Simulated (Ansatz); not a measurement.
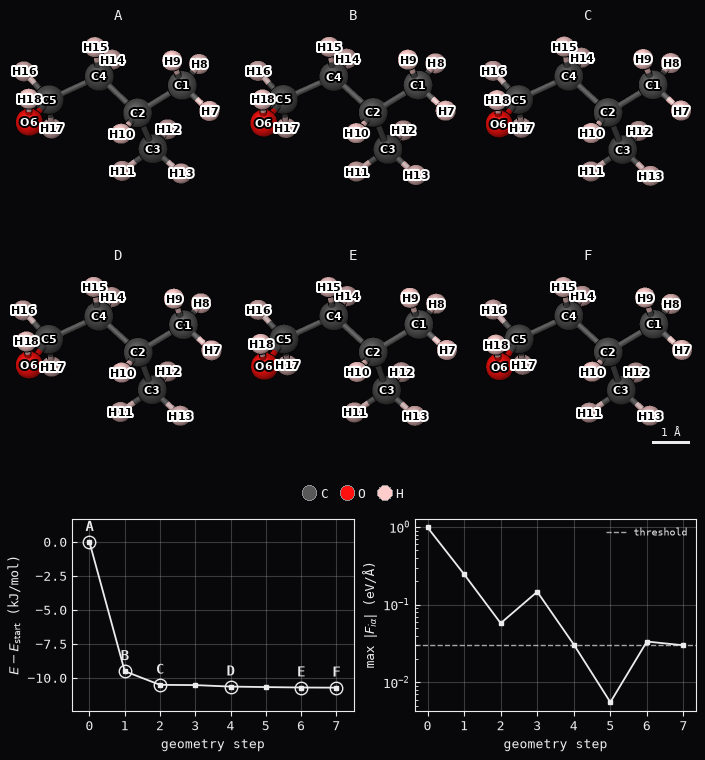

Frames of a relaxation of C5H12O (coarse preliminary run), marked on the history of the run. Style: ball-and-stick. Shown from a free direction.

The start comes from a force field.

Theory: Ansatz, RKS PBE-D4/def2-SVP. (force threshold 0.03 eV/Å; at most 200 steps)

**What happens along the run?**

Over 7 geometry steps the energy falls by 10.7 kJ/mol. Largest force component: 0.99 eV/Å at the start, 0.03 eV/Å at the end. H18 moves most after the best rigid fit: 0.19 Å. Largest moves by element: H 0.19 Å, O 0.16 Å, C 0.07 Å. Among the contacts that change: C1–H7 1.087 → 1.109 Å, C4–H15 1.095 → 1.115 Å, C2–H10 1.096 → 1.113 Å, C5–H16 1.101 → 1.119 Å. Among the angles between lasting bonds that change: H14–C4–H15 107.7° → 105.5°. From step 0 to 1: H atoms move most (0.04 Å), energy −9.50 kJ/mol. From step 1 to 2: H14 moves most (0.03 Å), energy −1.00 kJ/mol. From step 2 to 4: H18 moves most (0.05 Å), energy −0.13 kJ/mol. From step 4 to 6: H18 moves most (0.07 Å), energy −0.07 kJ/mol. From step 6 to 7: H18 moves most (0.02 Å), energy −0.01 kJ/mol.

| step | E − E(0), kJ/mol | largest force component, eV/Å |
| --- | --- | --- |
| 0 | 0.00 | 0.9862 |
| 1 | -9.50 | 0.2463 |
| 2 | -10.50 | 0.0577 |
| 3 | -10.52 | 0.1467 |
| 4 | -10.63 | 0.0306 |
| 5 | -10.67 | 0.0055 |
| 6 | -10.70 | 0.0335 |
| 7 | -10.71 | 0.0300 |
